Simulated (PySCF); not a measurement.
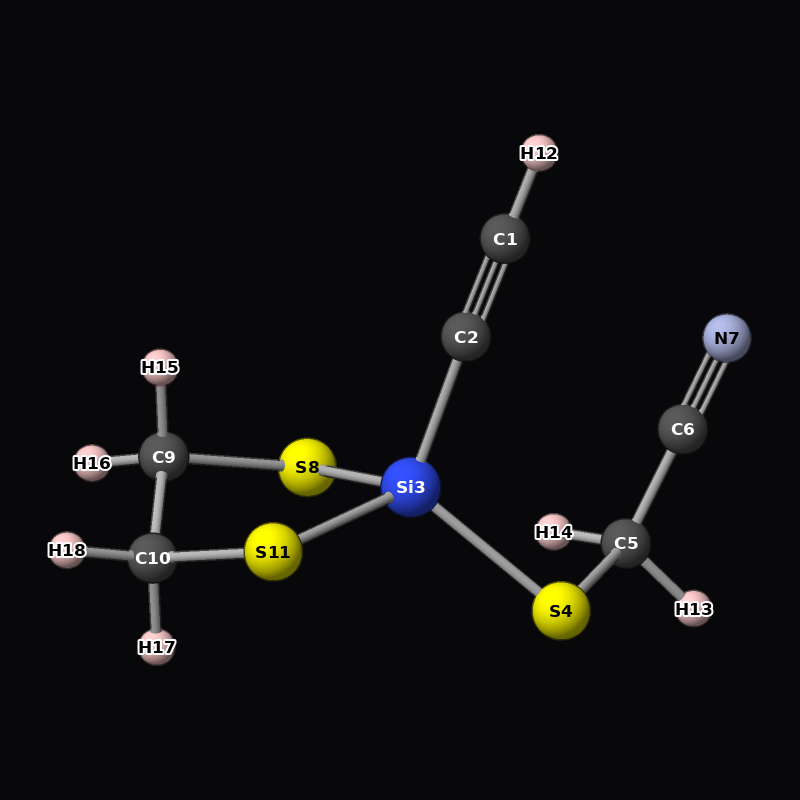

The questions are on isotropic NMR shieldings of the C atoms. The geometry was computed by an optimisation with GFN2-xTB. No frequency run is at hand to confirm it as a minimum. Method: GIAO PBE0/pcSseg-1 NMR shielding, non-relativistic, gas phase (PySCF 2.14.0).

Q: Which C atom is the most shielded (lowest chemical shift)?

A: C5 (169.5 ppm).

Q: Which C atom is the least shielded (highest chemical shift)?

A: C6 (67.3 ppm).

Q: How wide is the range of C shifts?

A: 102.2 ppm.

Give the isotropic NMR shieldings of the C atoms atom by atom.

```tsv
atom	σ (ppm)
C1	76.3
C2	96.4
C5	169.5
C6	67.3
C9	145.7
C10	144.4
```

The geometry is semi-empirical. Around Si such bond lengths and angles can be off by a tenth of an ångström or more and by several degrees, and values that hang on the shape move with them.
